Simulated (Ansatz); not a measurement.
**SVWN5/def2-SVPD run of AlBNH4F (SMILES [NH2][AlH][BH]F)**

What is the vertical electron affinity of AlBNH4F at SVWN5/def2-SVPD? 

Program for the calculation: Ansatz 0.2.0.

92 further runs of the same task are left out: 92 set aside as unsound or not needed.

### 1 The system as given

The species is AlBNH4F (8 atoms), meant as a singlet with charge 0. As SMILES, `[NH2][AlH][BH]F`. The shape is that of a PBE0-D4/def2-TZVP optimisation. This is one conformer, not always the lowest.

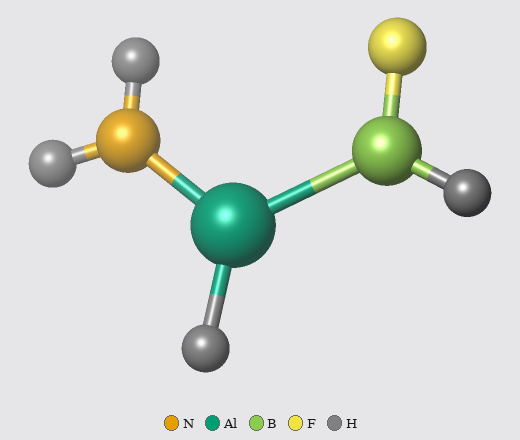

The structure, seen from a chosen angle (nitrogen amber, aluminium teal, boron green, fluorine yellow, hydrogen grey).

### 2 The energy at SVWN5/def2-SVPD

File input.yaml:

```yaml
crystal:
  periodic: [false, false, false]
  atoms:
    - {symbol: "N", position_ang: [-1.034900, 1.238000, 0.178100]}
    - {symbol: Al, position_ang: [0.358400, 0.247200, 0.637000]}
    - {symbol: B, position_ang: [0.824000, -1.438600, -0.645900]}
    - {symbol: F, position_ang: [0.022100, -1.693000, -1.675500]}
    - {symbol: H, position_ang: [-1.365500, 2.050100, 0.674400]}
    - {symbol: H, position_ang: [-1.614500, 1.063500, -0.627700]}
    - {symbol: H, position_ang: [1.149400, 0.679500, 1.946200]}
    - {symbol: H, position_ang: [1.753200, -2.203800, -0.542400]}
basis:
  gaussian:
    orbitals: def2-SVPD
hamiltonian:
  xc: {name: SVWN5}
accuracy: high
output: {orbitals: {seedname: orbitals}}
```

The run is started by

```console
ansatz run input.yaml --threads 1 --pin off --max-ram 3480MiB --events-out events.jsonl --progress --plain --runs-dir runs
```

Log:

```text
Warning: RAYON_NUM_THREADS=1 ignored (pool sized by the plan → 1); use --threads N
Functional definition: SVWN5
  name "SVWN5"
  exchange = slater_x
  correlation = vwn5_c
2418 factors; integrals over basis functions are off by at most 3.3e-9 eV
mean field evaluation 1: about -11464.1702 eV, gradient 7.1e1 eV
mean field evaluation 2: about -11409.3604 eV, gradient 1.4e2 eV
mean field evaluation 4: about -11474.5363 eV, gradient 9.0e0 eV
mean field evaluation 8: about -11474.7765 eV, gradient 6.3e-1 eV
mean field evaluation 16: about -11474.7772 eV, gradient 1.3e-5 eV
mean field -11474.77718028 eV, -421.6902834919 hartree, gradient 3.9e-8 eV, S^2 0.000000; 0 other end points of the search recorded, 0 dependent functions left out
reference -11474.77718515 eV, -421.6902836708 hartree; 19, 19 occupied and 100, 100 virtual orbitals, 2418 factors
Total energy: -11474.77718515 eV, -421.6902836708 hartree
```

It took 7.2 s on 1 thread of Arm Neoverse V1, shared host; peak memory 0.34 GiB.

### 3 The doublet anion

File job.yaml:

```yaml
basis:
  gaussian: {orbitals: def2-SVPD}
crystal:
  periodic: [false, false, false]
  atoms:
    - {symbol: "N", position_ang: [-1.034900, 1.238000, 0.178100]}
    - {symbol: Al, position_ang: [0.358400, 0.247200, 0.637000]}
    - {symbol: B, position_ang: [0.824000, -1.438600, -0.645900]}
    - {symbol: F, position_ang: [0.022100, -1.693000, -1.675500]}
    - {symbol: H, position_ang: [-1.365500, 2.050100, 0.674400]}
    - {symbol: H, position_ang: [-1.614500, 1.063500, -0.627700]}
    - {symbol: H, position_ang: [1.149400, 0.679500, 1.946200]}
    - {symbol: H, position_ang: [1.753200, -2.203800, -0.542400]}
total_charge: -1
magnetization: {spin_polarized: true, initial_magnetization: 1}
hamiltonian: {xc: {name: SVWN5}}
accuracy: high
output: {orbitals: {seedname: orbitals}}
```

The run is started by

```console
ansatz run job.yaml --threads 1 --pin off --max-ram 3480MiB --events-out events.jsonl --progress --plain --runs-dir runs
```

Log:

```text
Warning: RAYON_NUM_THREADS=1 ignored (pool sized by the plan → 1); use --threads N
[... 4 set-up lines as earlier in the session ...]
2418 factors; integrals over basis functions are off by at most 3.3e-9 eV
mean field evaluation 1: about -11468.4597 eV, gradient 4.0e1 eV
mean field evaluation 2: about -11442.7955 eV, gradient 8.0e1 eV
mean field evaluation 4: about -11475.0074 eV, gradient 9.3e0 eV
mean field evaluation 8: about -11475.3367 eV, gradient 3.5e-1 eV
mean field evaluation 16: about -11475.3376 eV, gradient 6.7e-5 eV
mean field -11475.33756783 eV, -421.7108773548 hartree, gradient 1.0e-8 eV, S^2 0.751306; 1 other end points of the search recorded, 0 dependent functions left out
reference -11475.33757227 eV, -421.7108775177 hartree; 20, 19 occupied and 99, 100 virtual orbitals, 2418 factors
Total energy: -11475.33757227 eV, -421.7108775177 hartree
```

Wall time 10 s (1 thread of Arm Neoverse V1, shared host); peak memory 0.39 GiB.

### 4 Outcome

Level: SVWN5/def2-SVPD.

| quantity | value |
| --- | --- |
| singlet AlBNH4F: total energy | -421.69028 Eh |
| singlet AlBNH4F: HOMO energy | -6.08 eV |
| singlet AlBNH4F: LUMO energy | -3.28 eV |
| singlet AlBNH4F: HOMO–LUMO gap | 2.79 eV |
| doublet anion: total energy | -421.71088 Eh |
| doublet anion: HOMO energy (highest over α and β) | 2.10 eV |
| doublet anion: LUMO energy (lowest over α and β) | 2.79 eV |
| doublet anion: ⟨S²⟩ | 0.751 |
| vertical electron affinity (to the doublet anion) | 0.560 eV |

At fixed nuclei the extra electron is bound by 0.56 eV (54.1 kJ/mol). The HOMO (doublet anion) lies at positive energy, 2.10 eV, as semi-local functionals often give for anions; only total energies tell whether the electron is bound.
